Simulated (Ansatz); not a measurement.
C$_{2}$H$_{6}$AlN: several calculations on one system

Part 1: Relaxation

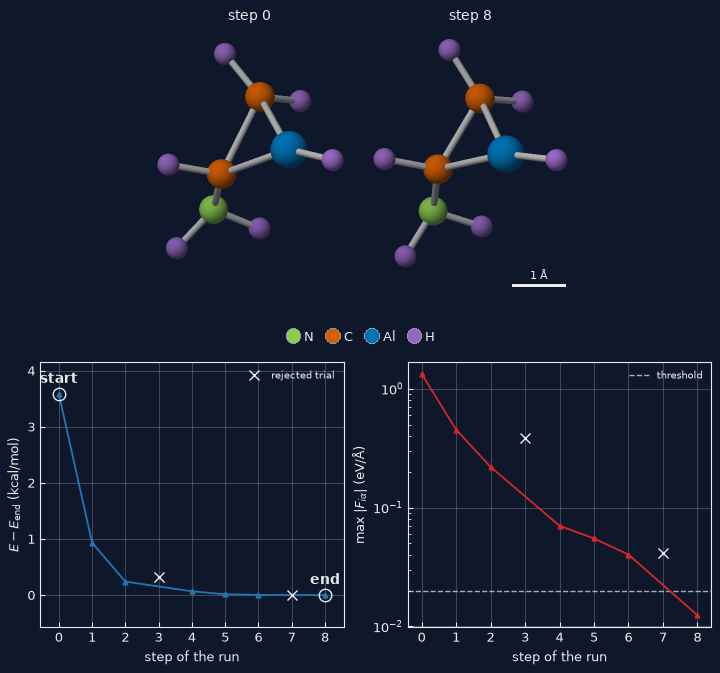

First and last geometry of a relaxation of C2H6AlN, with the history of the run. A ball-and-stick model, seen from a free direction.

The run prepares an end point of a later path (hydrogen shift) calculation, from a guessed geometry.

The calculation used UKS B3LYP-D4/def2-SVP (Ansatz 0.2.0).

Input file:
```yaml
crystal:
  periodic: [false, false, false]
  atoms:
    - { symbol: "N", position_ang: [-1.45041, 0.70079, -0.13359] }
    - { symbol: C, position_ang: [-0.2783, -0.0626, -0.45486] }
    - { symbol: C, position_ang: [0.44225, -0.71272, 0.87122] }
    - { symbol: Al, position_ang: [1.70134, -0.05134, -0.46931] }
    - { symbol: H, position_ang: [-2.06482, 0.84375, -0.92368] }
    - { symbol: H, position_ang: [-1.2356, 1.58634, 0.30648] }
    - { symbol: H, position_ang: [-0.60582, -0.89967, -1.09024] }
    - { symbol: H, position_ang: [0.35425, 0.00886, 1.69235] }
    - { symbol: H, position_ang: [-0.00157, -1.64511, 1.22524] }
    - { symbol: H, position_ang: [3.13869, 0.23168, -1.02362] }
magnetization:
  spin_polarized: true
basis:
  gaussian: { orbitals: def2-SVP }
hamiltonian:
  xc: b3lyp
  dispersion: d4
relax:
  f_tol: 0.02
  max_steps: 50
```

Command:
```bash
ansatz run input.yaml --threads 2 --pin off --max-ram 3072MiB --backend cpu --events-out ev --progress --plain --runs-dir out
```

What do the curves and the structures tell?

Answer. It converged. Over 6 accepted moves (8 points after the start) the energy falls by 3.58 kcal/mol. Largest force component: 1.3 eV/Å at the start, 0.012 eV/Å at the end. The line search rejected the trial steps at points 3, 7 of the run. The atom that moves furthest after the best rigid fit is H5 (0.25 Å). Largest moves by element: H 0.25 Å, C 0.15 Å, Al 0.12 Å, N 0.04 Å. Among the contacts that change: C2–C3 1.643 → 1.563 Å, C3–Al4 1.954 → 1.933 Å, Al4–H10 1.566 → 1.585 Å, C3–H8 1.097 → 1.107 Å. Bond angles that change, for instance: C2–Al4–H10 157.1° → 167.0°, C3–Al4–H10 153.5° → 145.6°, N1–C2–Al4 144.6° → 137.8°.

Part 2: Relaxation

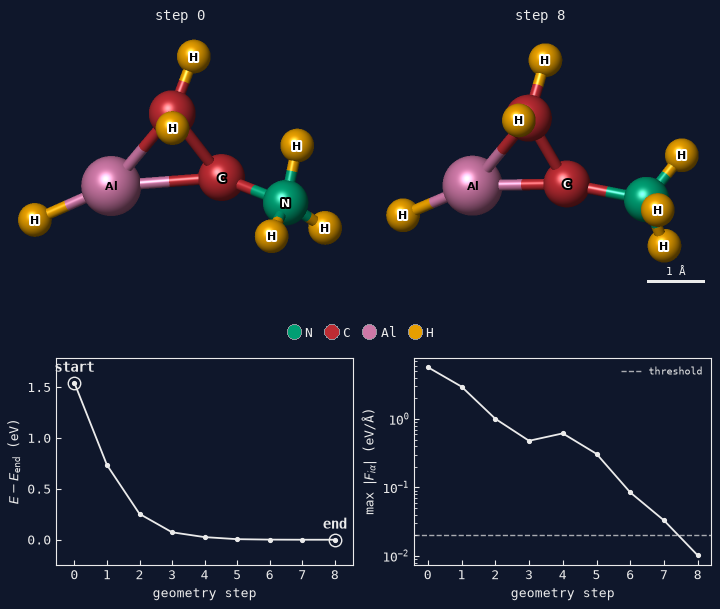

First and last geometry of a relaxation of C$_{2}$H$_{6}$AlN, with the history of the run. The picture is a ball-and-stick view, seen at a tilt.

The run prepares an end point of a later path (hydrogen shift) calculation, from a guessed geometry.

All numbers below come from UKS B3LYP-D4/def2-SVP (Ansatz). Set-up: collinear spin; force threshold 0.02 eV/Å; at most 50 steps.

### Did the run converge, and what did it change?

It converged. The atom that moves furthest after the best rigid fit is an H atom (0.67 Å). By element the largest moves are H 0.67 Å, C 0.46 Å, N 0.14 Å, Al 0.05 Å. Near-neighbour distances that change, for instance: Al–C 1.980 → 1.782 Å, C–C 1.643 → 1.516 Å, Al–C 1.954 → 2.011 Å, C–N 1.435 → 1.471 Å. Bond angles that change, for instance: C–N–H 80.5° → 113.3°, H–N–H 130.8° → 104.9°, N–C–Al 144.6° → 165.3°. After 8 geometry steps the energy has fallen by 1.543 eV. Largest force component: 5.7 eV/Å at the start, 0.01 eV/Å at the end.

Part 3: Path

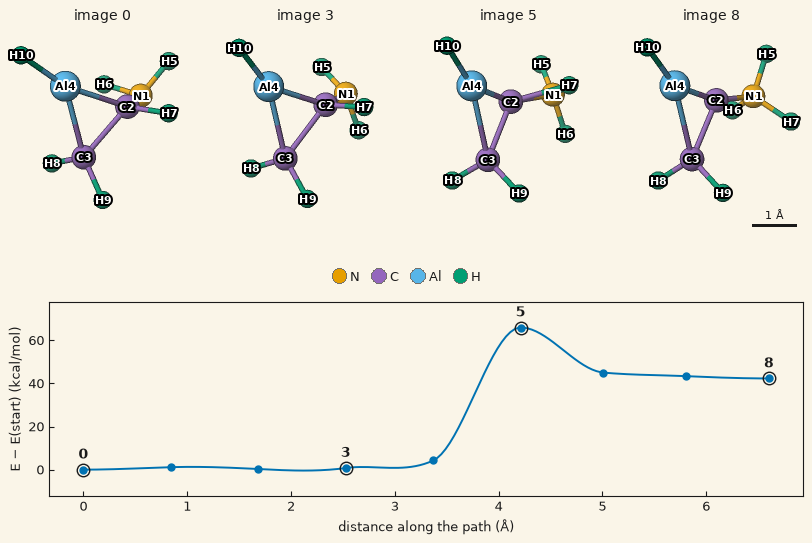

A search for the minimum-energy path of C₂H₆AlN by the nudged elastic band. Images are numbered from 0 (start) to 8 (end). The picture is a ball-and-stick view, seen from a free direction.

All numbers below come from Ansatz 0.2.0, UKS B3LYP-D4/def2-SVP. Set-up: 7 movable images; climbing image; force threshold 0.05 eV/Å; iteration limit 60; starting path through a guess of the saddle point.

### What happens along the path, and what is the barrier?

The path has more than one stage, and so few images may leave a stage unresolved. Breaking: C2–H7 (1.10 → 1.39 at the top → 2.11 Å). Forming: N1–H7 (2.08 → 1.17 at the top → 1.04 Å). The highest point, image 5, lies 65.9 kcal/mol above the start and 23.6 kcal/mol above the end; the end is at +42.3 kcal/mol relative to the start. The band converged in 20 iterations. The largest component of the band force went from 4.5 to 0.012 eV/Å. The climbing image converged on the top of the path. Its vibrational analysis gives one imaginary mode (1554i cm⁻¹), as a transition state must have.
